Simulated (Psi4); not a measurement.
# EOM-CCSD/def2-SVPD run of NaOH (SMILES [OH][Na])

Wanted: the excited states of NaOH. The job is set up through a Python script.

The calculation is run with Psi4 1.11.

6 further runs of the same task are left out: 1 that didn't finish, 5 set aside as unsound or not needed.

**1. The structure to begin with**

NaOH: 3 atoms, total charge 0, spin state singlet. As SMILES, `[OH][Na]`. The shape comes from a force field and isn't a relaxed structure.

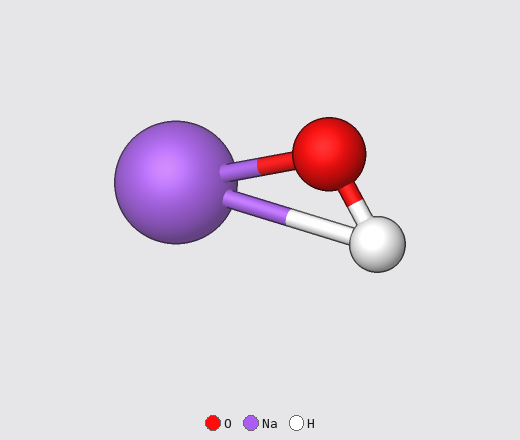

Viewed from a chosen angle; oxygen red, sodium purple, hydrogen white.

**2. The excited states at EOM-CCSD/def2-SVPD**

Input file hnao.xyz:

```xyz
3
HNaO
O     -0.352500    -0.531700    -0.259000
Na     1.272100     0.114800     0.711500
H     -0.930600     0.352000    -0.465700
```

Input file calc.py:

```python
import psi4

psi4.set_memory('1600 MB')
psi4.set_num_threads(1)
psi4.set_output_file('hnao.out', False)

with open('hnao.xyz') as f:
    atoms = ''.join(f.readlines()[2:])
geom = psi4.geometry('0 1\n' + atoms + 'symmetry c1')

psi4.set_options(dict(basis='def2-SVPD', freeze_core=True, scf_type='pk', roots_per_irrep=[1]))

result = psi4.energy('eom-ccsd')
print(f'eom-ccsd energy: {result:.10f} Eh')
for k, v in sorted(psi4.core.scalar_variables().items()):
    print(f'{k:45s} {v:18.10f}')
```

Command:

```sh
$ python calc.py
```

hnao.out:

```text
Psi4 1.11 release

   => Loading Basis Set <=

    Name: DEF2-SVPD
    Role: ORBITAL
    Keyword: BASIS

         ---------------------------------------------------------
                                   SCF
                              RHF Reference
                        1 Threads,   1525 MiB Core
         ---------------------------------------------------------

  ==> Geometry <==

    Molecular point group: c1
    Full point group: Cs

    Geometry (in Angstrom), charge = 0, multiplicity = 1:

       Center              X                  Y                   Z               Mass
    ------------   -----------------  -----------------  -----------------  -----------------
         O           -1.071816170032    -0.396251851995     0.000000000000    15.994914619570
         NA           0.819271801796     0.254089552811    -0.000000000000    22.989769282000
         H           -1.678130152474     0.492698959184    -0.000000000000     1.007825032230

  Running in c1 symmetry.

  Rotational constants: A =     16.84474  B =      0.42267  C =      0.41233 [cm^-1]
  Rotational constants: A = 504992.50405  B =  12671.40555  C =  12361.23419 [MHz]
  Nuclear repulsion =   29.540762157164654

  Charge       = 0
  Multiplicity = 1
  Electrons    = 20
  Nalpha       = 10
  Nbeta        = 10

  ==> Algorithm <==

  SCF Algorithm Type is PK.
  DIIS enabled.
  MOM disabled.
  Fractional occupation disabled.
  Guess Type is SAD.
  Energy threshold   = 1.00e-08
  Density threshold  = 1.00e-08
  Integral threshold = 1.00e-12

  ==> Primary Basis <==

  Basis Set: DEF2-SVPD
    Blend: DEF2-SVPD
    Number of shells: 21
    Number of basis functions: 49
    Number of Cartesian functions: 52
    Spherical Harmonics?: true
    Max angular momentum: 2

  ==> Integral Setup <==

  Using in-core PK algorithm.
   Calculation information:
      Number of atoms:                   3
      Number of AO shells:              21
      Number of primitives:             39
      Number of atomic orbitals:        52
      Number of basis functions:        49

      Integral cutoff                 1.00e-12
      Number of threads:                 1

  Performing in-core PK
  Using 1501850 doubles for integral storage.
  We computed 26561 shell quartets total.
  Whereas there are 26796 unique shell quartets.

  ==> DiskJK: Disk-Based J/K Matrices <==

    J tasked:                  Yes
    K tasked:                  Yes
    wK tasked:                  No
    Memory [MiB]:             1144
    Schwarz Cutoff:          1E-12

  Minimum eigenvalue in the overlap matrix is 2.8185455010E-03.
  Reciprocal condition number of the overlap matrix is 5.8188191100E-04.
    Using symmetric orthogonalization.

  ==> Pre-Iterations <==

  SCF Guess: Superposition of Atomic Densities via on-the-fly atomic UHF (no occupation information).

   -------------------------
    Irrep   Nso     Nmo
   -------------------------
     A         49      49
   -------------------------
    Total      49      49
   -------------------------

  ==> Iterations <==

                        Total Energy        Delta E     RMS |[F,P]|

   @RHF iter SAD:  -236.30574084709829   -2.36306e+02   0.00000e+00
   @RHF iter   1:  -236.97383257387983   -6.68092e-01   1.34701e-02 ADIIS/DIIS
   @RHF iter   2:  -236.99537094694244   -2.15384e-02   1.32379e-02 ADIIS/DIIS
   @RHF iter   3:  -237.16886834289230   -1.73497e-01   5.81882e-04 ADIIS/DIIS
   @RHF iter   4:  -237.16953206124691   -6.63718e-04   1.64192e-04 ADIIS/DIIS
   @RHF iter   5:  -237.16962962178687   -9.75605e-05   5.00141e-05 DIIS
   @RHF iter   6:  -237.16964243689304   -1.28151e-05   1.48187e-05 DIIS
   @RHF iter   7:  -237.16964350570055   -1.06881e-06   2.21529e-06 DIIS
   @RHF iter   8:  -237.16964352947699   -2.37764e-08   5.95053e-07 DIIS
   @RHF iter   9:  -237.16964353125258   -1.77559e-09   1.80540e-07 DIIS
   @RHF iter  10:  -237.16964353144840   -1.95826e-10   5.07870e-08 DIIS
   @RHF iter  11:  -237.16964353146329   -1.48930e-11   1.20595e-08 DIIS
   @RHF iter  12:  -237.16964353146417   -8.81073e-13   3.25511e-09 DIIS
  Energy and wave function converged.

  ==> Post-Iterations <==

    Orbital Energies [Eh]
    ---------------------

    Doubly Occupied:

       1A    -40.456814     2A    -20.415121     3A     -2.785820
       4A     -1.510286     5A     -1.509807     6A     -1.508624
       7A     -1.085594     8A     -0.455066     9A     -0.350022
      10A     -0.338059

    Virtual:

      11A     -0.008039    12A      0.031459    13A      0.034981
      14A      0.055468    15A      0.114304    16A      0.133850
      17A      0.137986    18A      0.174518    19A      0.205309
[... 9 lines of this table left out ...]
      47A      3.479086    48A      3.484469    49A      4.219401

    Final Occupation by Irrep:
              A
    DOCC [    10 ]
    NA   [    10 ]
    NB   [    10 ]

  @RHF Final Energy:  -237.16964353146417

   => Energetics <=

    Nuclear Repulsion Energy =             29.5407621571646537
    One-Electron Energy =                -392.5903869751169850
    Two-Electron Energy =                 125.8799812864881744
    Total Energy =                       -237.1696435314641747

Computation Completed

Properties will be evaluated at   0.000000,   0.000000,   0.000000 [a0]

Properties computed using the SCF density matrix

 Multipole Moments:

 ------------------------------------------------------------------------------------
     Multipole            Electronic (a.u.)      Nuclear  (a.u.)        Total (a.u.)
 ------------------------------------------------------------------------------------

[... 1 line left out ...]
 Dipole X            :          5.2582954           -2.3445259            2.9137695
 Dipole Y            :          1.2050508            0.2223626            1.4274134
 Dipole Z            :          0.0000000           -0.0000000            0.0000000
[... 20 lines left out ...]
 OEINTS: Overlap, kinetic, potential, dipole, and quadrupole integrals
[... 61 lines left out ...]
	Frozen core energy     =   -245.50670057945476
[... 10 lines left out ...]
	Nuclear Rep. energy          =     29.54076215716465
	SCF energy                   =   -237.16964353146417
	One-electron energy          =    -37.94992870678514
	Two-electron energy          =     16.74622359761128
	Reference energy             =   -237.16964353146398
[... 19 lines left out ...]
    R_Convergence   =     1.0e-07
    E_Convergence   =     1.0e-06
[... 28 lines left out ...]
    Iterations converged.
[... 9 lines left out ...]
              2  14         0.0151653714
              3   6        -0.0142023426
              3  17        -0.0130224534

    Largest TIjAb Amplitudes:
      2   2  27  27        -0.0359935183
      3   3  28  28        -0.0357145673
      1   1  20  20        -0.0349945413
      3   3  10  10        -0.0288765837
      2   3  27  28        -0.0244631537
      3   2  28  27        -0.0244631537
      1   1   8  20        -0.0233758662
      1   1  20   8        -0.0233758662
      3   3  10  28        -0.0229402255
      3   3  28  10        -0.0229402255

    SCF energy       (wfn)                    = -237.169643531464175
    Reference energy (file100)                = -237.169643531463976

    Opposite-spin MP2 correlation energy      =   -0.170373157405423
    Same-spin MP2 correlation energy          =   -0.062127231389554
    Singles MP2 correlation energy            =   -0.000000000000000
    MP2 correlation energy                    =   -0.232500388794978
      * MP2 total energy                      = -237.402143920258965

    Opposite-spin CCSD correlation energy     =   -0.181790802995736
    Same-spin CCSD correlation energy         =   -0.051891506105483
    Singles CCSD correlation energy           =    0.000000000000000
    CCSD correlation energy                   =   -0.233682309101219
      * CCSD total energy                     = -237.403325840565202

			**************************
			*                        *
			*         CCHBAR         *
			*                        *
			**************************

	**********************************************************
	*  CCEOM: An Equation of Motion Coupled Cluster Program  *
	**********************************************************

	Nuclear Rep. energy (wfn)     =   29.540762157164654
	SCF energy          (wfn)     = -237.169643531464175
	Reference energy    (file100) = -237.169643531463976
	CCSD energy         (file100) =   -0.233682309101219

	Input parameters:
	-----------------
	Reference wfn   =     RHF
	Reference EOM wfn=     RHF
	Memory (Mbytes) =  1600.0
	ABCD            =     NEW
	Cache Level     =    2
	Cache Type      =     LRU
	Num. of threads =     1
	Local CC        =     No

	CCEOM parameters:
	-----------------
	States sought per irrep     = A 1,
	Max. number of iterations   =    80
	Vectors stored per root     =    12
	Print HbarSS iterations?    =     0
	Excitation range for HBarSS =     2
	Eigenvalue tolerance        = 1.0e-06
	Eigenvalue toleranceSS      = 1.0e-06
	Residual vector tolerance   = 1.0e-06
	Residual vector toleranceSS = 1.0e-06
	Complex tolerance           = 1.0e-12
	Root for properties         =     1
	Sym of state for properties =      A
	Guess vectors taken from    = SINGLES
	Restart EOM CC3             = NO
	Collapse with last vector   = YES

Fae   dot Fae   total   98.7159630817
Fmi   dot Fmi   total    1.9520864380
Fme   dot Fme   total    0.0003668821
WMBIJ dot WMBIJ total    0.0000000000
Wmbij dot Wmbij total    0.0000000000
WMbIj dot WMbIj total    0.5868666461
WmBiJ dot WmBiJ total    0.0000000000
Symmetry of ground state: A
Symmetry of excited state: A
Symmetry of right eigenvector: A
Seeking states with multiplicity of 1
Obtaining initial guess from singles-singles block of Hbar...Done.

Iter=1    L=1     Root    EOM Energy     Delta E   Res. Norm    Conv?
                     1   0.2552630138   2.55e-01    4.39e-01      N
Iter=2    L=2     Root    EOM Energy     Delta E   Res. Norm    Conv?
                     1   0.1328079350  -1.22e-01    8.95e-02      N
Iter=3    L=3     Root    EOM Energy     Delta E   Res. Norm    Conv?
                     1   0.1272623924  -5.55e-03    2.59e-02      N
Iter=4    L=4     Root    EOM Energy     Delta E   Res. Norm    Conv?
                     1   0.1270629584  -1.99e-04    1.09e-02      N
Iter=5    L=5     Root    EOM Energy     Delta E   Res. Norm    Conv?
                     1   0.1271002622   3.73e-05    4.06e-03      N
Iter=6    L=6     Root    EOM Energy     Delta E   Res. Norm    Conv?
                     1   0.1270869337  -1.33e-05    2.10e-03      N
Iter=7    L=7     Root    EOM Energy     Delta E   Res. Norm    Conv?
                     1   0.1270640935  -2.28e-05    1.37e-03      N
Iter=8    L=8     Root    EOM Energy     Delta E   Res. Norm    Conv?
                     1   0.1270605036  -3.59e-06    8.11e-04      N
Iter=9    L=9     Root    EOM Energy     Delta E   Res. Norm    Conv?
                     1   0.1270614956   9.92e-07    4.81e-04      N
Iter=10   L=10    Root    EOM Energy     Delta E   Res. Norm    Conv?
                     1   0.1270607854  -7.10e-07    3.18e-04      N
Iter=11   L=11    Root    EOM Energy     Delta E   Res. Norm    Conv?
                     1   0.1270611086   3.23e-07    1.79e-04      N
Iter=12   L=12    Root    EOM Energy     Delta E   Res. Norm    Conv?
                     1   0.1270617449   6.36e-07    8.08e-05      N
Iter=13   L=2     Root    EOM Energy     Delta E   Res. Norm    Conv?
                     1   0.1270617449   8.33e-17    8.08e-05      N
Iter=14   L=3     Root    EOM Energy     Delta E   Res. Norm    Conv?
                     1   0.1270616341  -1.11e-07    4.49e-05      N
Iter=15   L=4     Root    EOM Energy     Delta E   Res. Norm    Conv?
                     1   0.1270614324  -2.02e-07    3.83e-05      N
Iter=16   L=5     Root    EOM Energy     Delta E   Res. Norm    Conv?
                     1   0.1270613977  -3.47e-08    2.29e-05      N
Iter=17   L=6     Root    EOM Energy     Delta E   Res. Norm    Conv?
                     1   0.1270615375   1.40e-07    1.23e-05      N
Iter=18   L=7     Root    EOM Energy     Delta E   Res. Norm    Conv?
                     1   0.1270615463   8.86e-09    7.32e-06      N
Iter=19   L=8     Root    EOM Energy     Delta E   Res. Norm    Conv?
                     1   0.1270615461  -2.48e-10    3.82e-06      N
Iter=20   L=9     Root    EOM Energy     Delta E   Res. Norm    Conv?
                     1   0.1270615314  -1.47e-08    1.65e-06      N
Iter=21   L=10    Root    EOM Energy     Delta E   Res. Norm    Conv?
                     1   0.1270615266  -4.82e-09    7.98e-07      Y
Collapsing to only 1 vector(s).

Procedure converged for 1 root(s).
Energy written to CC_INFO:Etot -237.2762643140
States per irrep written to CC_INFO.
EOM CCSD R0 for root 0 =   0.00000000000

Final Energetic Summary for Converged Roots of Irrep A
                     Excitation Energy              Total Energy
                (eV)     (cm^-1)     (au)             (au)
EOM State 1      3.458    27886.8   0.1270615266  -237.276264313981

Largest components of excited wave function #1:
 RIA (libdpd indices) : (cscf notation)
         3 >   0      :       10a >    11a :   -0.5872622629
         3 >   3      :       10a >    14a :   -0.2669326248
         3 >   7      :       10a >    18a :   -0.1554701616
         3 >   1      :       10a >    12a :    0.0966967706
         3 >   8      :       10a >    19a :   -0.0897981524
 RIjAb (libdpd indices)     : (cscf notation)
        3   3 >   0  10     :    10a    10a >    11a    21a :   -0.0652557600
        3   3 >  10   0     :    10a    10a >    21a    11a :   -0.0652557600
        3   3 >   0  28     :    10a    10a >    11a    39a :   -0.0379353343
        3   3 >  28   0     :    10a    10a >    39a    11a :   -0.0379353343
        1   3 >   8   0     :     8a    10a >    19a    11a :    0.0346056671

	Putting into environment energy for root of R irrep 1 and root 1.
	Putting into environment CURRENT ENERGY:             -237.2762643140

	Total # of sigma evaluations: 20
```

It took 6.3 s on 1 thread of Intel Xeon Platinum 8488C (Sapphire Rapids), shared host; peak memory 0.23 GiB.

**3. Outcome**

At EOM-CCSD/def2-SVPD, 6 core orbitals frozen:

| quantity | value |
| --- | --- |
| ground-state or mean-field energy | -237.40333 Eh |
| HOMO energy (Hartree–Fock orbitals) | -9.20 eV |
| LUMO energy (Hartree–Fock orbitals) | -0.22 eV |
| HOMO–LUMO gap (Hartree–Fock orbitals) | 8.98 eV |
| T1 diagnostic | 0.027 |
| lowest excitation energy | 3.46 eV |

In words: The T1 diagnostic of 0.027 is above the customary mark for such species, so a single reference may not serve.
